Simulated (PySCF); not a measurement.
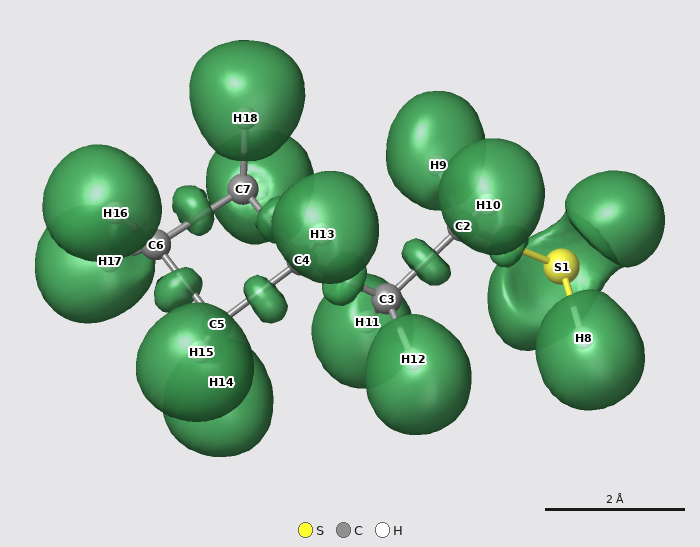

Figure. C$_{6}$H$_{12}$S (SMILES SCCC1CCC1). Isosurface of the ELF at 0.85 (green), seen at a tilt. Only the valence region is drawn (cores and ρ < 0.01 e/Å³ removed).

Geometry: GFN2-xTB.

Theory: PBE0/pcSseg-1, SCF density, in a chloroform solvent model, non-relativistic in PySCF.

Input

```
{"job": {"xc": "PBE0", "basis": "pcSseg-1", "solvent": "chloroform", "kind": "nmr", "pop": true}, "charge": 0, "multiplicity": 1}
S     -3.691649    -0.206421    -0.374810
C     -2.031616    -0.374816     0.369490
C     -0.993226     0.486891    -0.329942
C      0.398031     0.233549     0.232903
C      1.562431     0.963174    -0.462588
C      2.334691    -0.362658    -0.530861
C      1.059280    -1.112221    -0.117686
H     -3.818261     1.099319    -0.146632
H     -1.789187    -1.432247     0.268894
H     -2.110191    -0.129043     1.428844
H     -1.002779     0.264228    -1.399405
H     -1.246909     1.543801    -0.205104
H      0.393200     0.413763     1.310347
H      1.285944     1.342198    -1.444551
H      2.031861     1.764077     0.104539
H      3.124134    -0.429987     0.214550
H      2.746390    -0.623728    -1.503181
H      1.164736    -1.822475     0.699658
H      0.573318    -1.608153    -0.955861
```

Launched as:

```sh
OMP_NUM_THREADS=1 python ens_run.py task.json out
```

**Identify the bonds, lone pairs and shells in this picture.**

The surface consists of six regions between bonded C–C atoms (shared pairs), one region between bonded C–S atoms (shared pairs), twelve regions around hydrogen nuclei and one region wrapped around S (its lone pairs, merged into a ring or cap).

Values along the shortest contacts:
C–C (1.52 Å): the ELF peaks at about 0.95 between the atoms; a covalent bond. C–S (1.83 Å): the ELF peaks at about 0.90 between the atoms (a shared electron pair).
